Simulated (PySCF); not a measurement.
Consider C6H16Si2.

```xyz
24

C    -2.4048   -1.1009    0.8949
C    -1.3209   -0.0952    0.5062
C    -1.6665    0.5636   -0.8298
Si   -0.3209    1.7959   -1.3498
C     1.2943    0.8584   -1.0080
C     1.2378    0.1640    0.3570
Si    2.8756   -0.7530    0.7062
C     0.0446   -0.7889    0.4549
H    -3.3788   -0.6170    0.9343
H    -2.4529   -1.9064    0.1640
H    -2.1991   -1.5363    1.8709
H    -1.2821    0.6817    1.2797
H    -1.7755   -0.2168   -1.5863
H    -2.6385    1.0530   -0.7493
H    -0.3870    3.0020   -0.5120
H    -0.4498    2.1651   -2.7638
H     2.1516    1.5325   -1.0401
H     1.4647    0.1085   -1.7837
H     1.1064    0.9381    1.1234
H     2.8301   -1.3518    2.0422
H     3.0620   -1.8069   -0.2941
H     3.9850    0.1991    0.6258
H     0.0624   -1.4758   -0.3959
H     0.1505   -1.3930    1.3608
```

Geometry: GFN2-xTB.

Level of theory: B97-2/pcSseg-1, SCF density, in a water solvent model, non-relativistic in PySCF 2.14.0.

Question: What will maps of the electron density and electron localisation function show?

Answer: C–C (1.53 Å): ρ at the midpoint is about 1.6 e/Å³; the ELF peaks at about 0.95 between the atoms (a covalent bond).
C–Si (1.90 Å): ρ is about 0.93 e/Å³ halfway; the ELF peaks at about 0.95 between the atoms (a shared electron pair).
C–H (1.09 Å): ρ at the midpoint is about 2 e/Å³; the ELF climbs to about 1 towards the hydrogen, as it does in any bond to H: a covalent bond by its length.

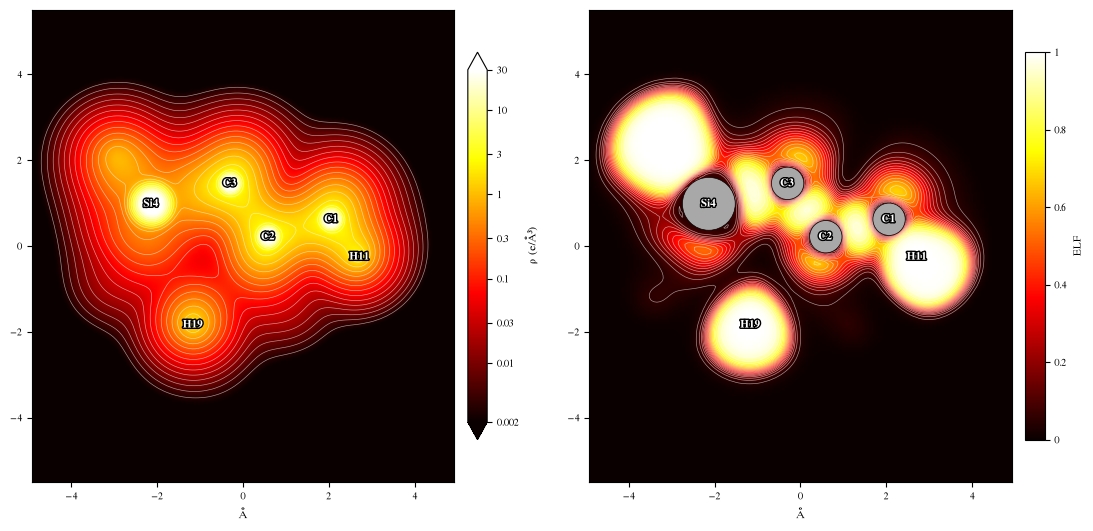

Computed electron density and electron localisation function on the plane of atoms C1, C2 and C3, in this order. Grey discs cover the atomic cores in the ELF map. 
